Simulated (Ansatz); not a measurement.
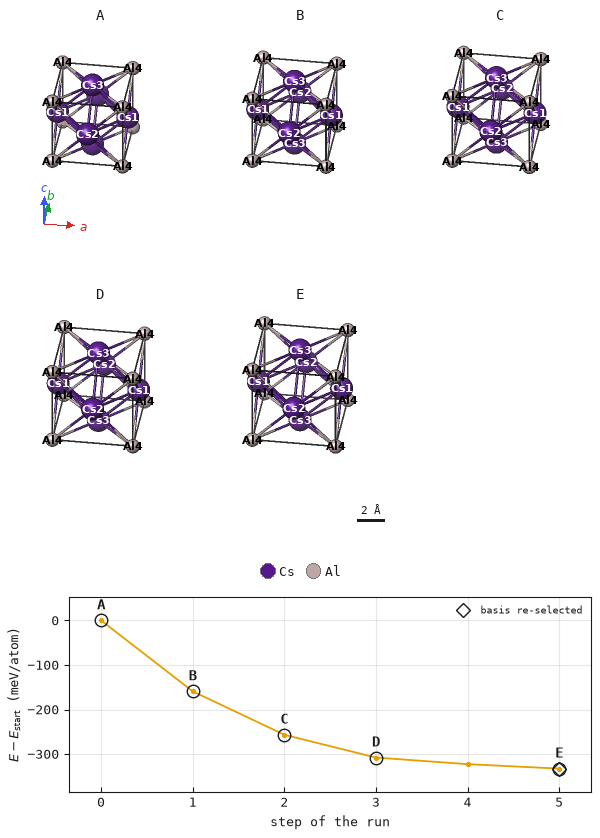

Frames of a relaxation of solid Cs3Al (built on the Cu3Au (L1_2)_221 type) (coarse preliminary run), marked on the history of the run. The picture is a ball-and-stick view of the cell of the calculation, seen from a free direction.

Case: Cu3Au (L1_2) type (Pm-3m, No. 221).

The calculation used DFT PBE, scalar-relativistic, plane waves, PAW in Ansatz 0.2.0.

Input
```yaml
crystal:
  lattice:
    - [5.2893095062, 0.0, 0.0]
    - [0.0, 5.2893095062, 0.0]
    - [0.0, 0.0, 5.2893095062]
  atoms:
    - { symbol: Cs, position: [0.0, 0.5, 0.5] }
    - { symbol: Cs, position: [0.5, 0.0, 0.5] }
    - { symbol: Cs, position: [0.5, 0.5, 0.0] }
    - { symbol: Al, position: [0.0, 0.0, 0.0] }
basis:
  ecutwfc: 420
kpoints:
  mp_grid: { grid: [4, 4, 4] }
hamiltonian:
  xc: pbe
scf:
  occupations: { method: gaussian, width: 0.1 }
  lower_state_search: "off"
output:
  forces: true
  stress: true
  eigenvalues: true
relax:
  adjacent_minimum: "off"
  f_tol: 0.04
  max_steps: 70
  cell: { stress_tol: 0.4 }
```

Launched with:
```bash
ansatz run input.yaml --threads 1 --pin off --max-ram 2560MiB --backend cpu --events-out ev --progress --plain --runs-dir out
```

Question: Describe the path.

Answer: After 4 accepted moves (5 points after the start) the energy has fallen by 333 meV per atom. All forces vanish by symmetry, so only the cell relaxes. Pressure: 5.89 GPa at the start and 0.31 GPa at the end. At 1 point the geometry stayed and the basis and grid were re-selected for the new cell (energy shift of 10.0 meV per atom at most each time). No atom moves by more than 0.005 Å relative to the cell. Cell: a = b = c 5.289 → 6.265 Å (+18.4 %). Volume +66.2 %. Near-neighbour distances that change, for instance: Cs1–Cs2 3.740 → 4.430 Å, Cs1–Al4 3.740 → 4.430 Å. The space group stays Pm-3m (No. 221). From step 0 to 1: volume +15.4 %, energy −159 meV per atom. From step 1 to 2: volume +14.6 %, energy −97.5 meV per atom. From step 2 to 3: volume +13.9 %, energy −51.2 meV per atom. From step 3 to 5: volume +10.3 %, energy −24.9 meV per atom.

```csv
step,"E − E(0), meV/atom","pressure, GPa","volume, Å³/atom",note
0,0.00,5.89,36.994,
1,-159.21,3.35,42.684,
2,-256.72,1.79,48.916,
3,-307.90,0.72,55.728,
4,-322.73,0.15,61.468,
5,-332.76,0.31,61.468,"same geometry, new basis"
```
